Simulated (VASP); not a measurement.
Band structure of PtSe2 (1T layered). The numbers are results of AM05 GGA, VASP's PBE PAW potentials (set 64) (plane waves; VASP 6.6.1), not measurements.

Without a dispersion term in the relaxation, distances and binding between the weakly bound layers, chains or molecules are unreliable, and so is what depends on them. Unless said otherwise, spin-orbit coupling is left out, though it shifts the bands of the heavy elements here.

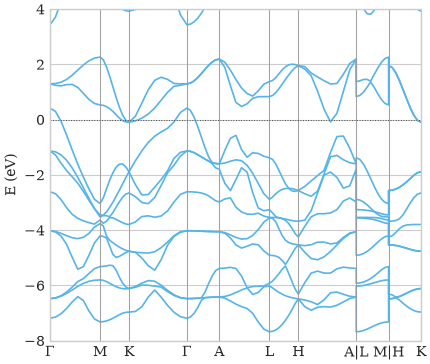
*Bands along high-symmetry lines, zero at the valence-band maximum or, without a gap, the Fermi level*

**Question.** Read the plot: is there a gap, and where are the band edges?

**Answer.** It has no gap at this level: it comes out as a metal or semimetal. (Edges off the drawn lines would not show.)

The compound is PtSe2 in the 1T layered structure. It was relaxed first.
